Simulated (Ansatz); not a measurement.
## Fields on a plane of Al2O3 (corundum)

```xyz
10
Lattice="2.4044 1.3882 4.3746 -2.4044 1.3882 4.3746 0.0000 -2.7763 4.3746" Properties=species:S:1:pos:R:3 pbc="T T T"
Al     0.0000     0.0000    11.1834
Al     0.0000     0.0000     8.5023
Al     0.0000     0.0000     1.9404
Al     0.0000     0.0000     4.6215
O     -0.9321    -1.3882     5.4683
O      1.6682    -0.1131     5.4683
O     -0.7362     1.5013     5.4683
O      0.9321     1.3882     7.6556
O     -1.6682     0.1131     7.6556
O      0.7362    -1.5013     7.6556
```

The slice is a (0001) plane (indices of the conventional cell) through the point (0.444, 0.750, 0.056) (fractional), spanned by u = [1 0 -1] and v = [-1 2 -1] in vectors of this cell: u (4.81 Å) and v (8.33 Å, at 90° to u). It covers one period; positions are fractions (u, v).

Atoms on it: O at (0.46, 0.85); O at (0.96, 0.35); O at (0.46, 0.15); O at (0.96, 0.65); O at (0.00, 0.00); O at (0.50, 0.50). Other atoms lie within 1 Å of the plane.

Calculation: PBE (plane waves to 420 eV, PAW, scalar-relativistic; Ansatz, a quantum-chemistry and plane-wave program). k mesh 8×8×8. Inside the PAW spheres the values are not all-electron values, and peaks at nuclei hang on which shells count as valence. Al2O3 was relaxed with its symmetry unable to fall.

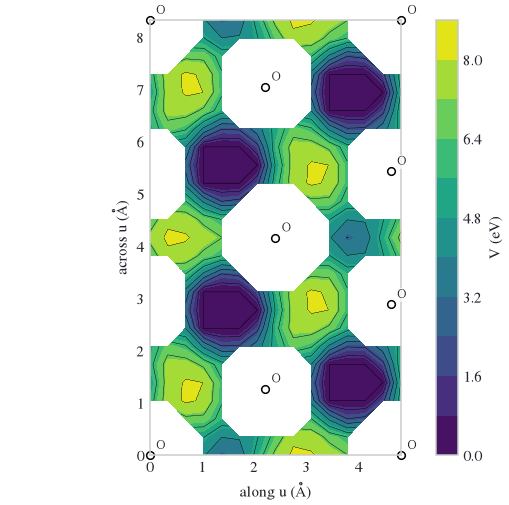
Fig. 1. Electrostatic potential energy of an electron, from the cell's mean, in eV, one period of the plane, atoms marked. Points within 0.8 Å of a nucleus are left white, as the pseudised field means little there. Values under 0 eV are set to 0. The zero, the cell's mean, hangs on the PAW cores.

```
v \ u   0.00   0.14   0.29   0.43   0.57   0.71   0.86
-----  -----  -----  -----  -----  -----  -----  -----
0.88   0.011  0.011  0.004  0.171  0.035  0.029  0.031
0.75   0.004  0.017  0.022  0.004  0.005  0.027  0.008
0.62   0.162  0.006  0.039  0.019  0.010  0.009  0.051
0.50   0.009  0.018  0.007  0.162  0.138  0.009  0.019
0.38   0.162  0.006  0.039  0.019  0.010  0.009  0.051
0.25   0.004  0.017  0.022  0.004  0.005  0.027  0.008
0.12   0.011  0.011  0.004  0.171  0.035  0.029  0.031
0.00   0.258  0.015  0.021  0.012  0.012  0.019  0.018
```

Values: density of the lowest conduction band (whole band as if filled, smooth part) in e/Å³.
